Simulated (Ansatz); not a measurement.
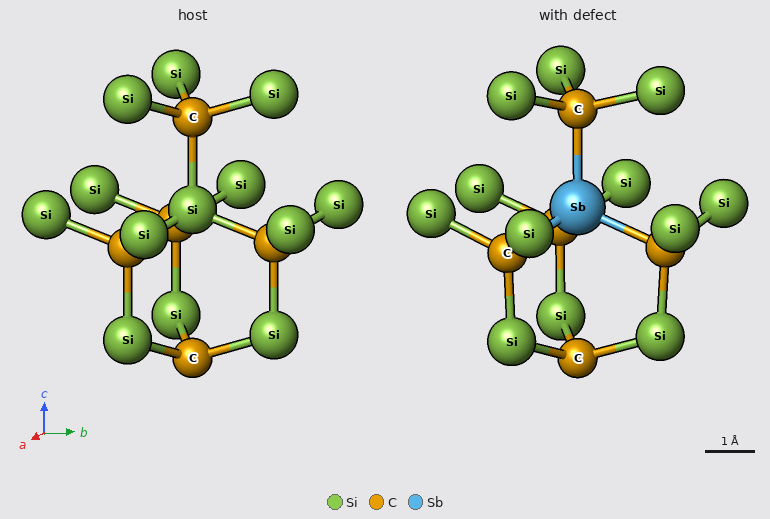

Left: perfect SiC. Right: the same region with one point defect, after relaxing the atoms in a supercell of 32 sites. Style: ball-and-stick. Shown: the atoms within 3.3 Å of one point, slightly off an axis.

Computed with Ansatz, DFT, PBE, plane-wave PAW, default files, scalar-relativistic. (plane-wave cutoff 420 eV; k-point mesh 4 × 4 × 2; occupations fermi dirac; smearing width 0.01 eV; collinear spin) The axes drawn are those of the host's conventional cell.

**Which defect is it?**

A silicon atom is replaced by antimony.

The charge state of the cell is 0.

**How does the lattice respond?**

In the host the Si atom has 4 C at 1.87 to 1.94 Å; the Sb atom ends with 4 C at 2.05 to 2.06 Å. Of the host's atoms, a carbon atom moves furthest from its site, by 0.18 Å. The cell's net moment is 0.37 μB.

Limits of the set-up: the periodic images lie only 6.2 Å apart, so the values are limited by the cell's size.
